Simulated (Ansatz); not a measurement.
The figure comes from a scan of PbTe (rock salt): one Pb atom of a 2-atom cell moves by s along Cartesian x, with its periodic images. These are PBE (plane waves to 420 eV, PAW, scalar-relativistic; Ansatz, a program for electronic structure) values and carry that method's errors. k mesh 7×7×7 (Γ-centred), Fermi-Dirac smearing 0.05 eV. F∥ is the force on the atom along that direction. PbTe was relaxed with its symmetry unable to fall. Spin-orbit coupling is left out, though Pb and Te are heavy. 

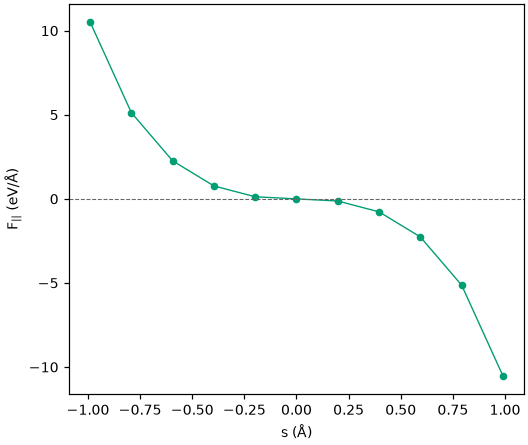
Fig. 1. F∥ (eV/Å) against s (Å); one marker a computed point.

**Question.** Turn the plot into a table (rounded to what can be read).

**Answer.** To the nearest 0.5:

| s (Å) | F∥ (eV/Å) |
|---|---|
| -0.990 | 10.5 |
| -0.792 | 5.0 |
| -0.594 | 2.5 |
| -0.396 | 1.0 |
| -0.198 | 0.0 |
| 0.000 | 0.0 |
| 0.198 | 0.0 |
| 0.396 | -1.0 |
| 0.594 | -2.5 |
| 0.792 | -5.0 |
| 0.990 | -10.5 |

(For displaced atoms, the force is minus the slope of the energy, and its curvature is a force constant, which sets phonon frequencies.)
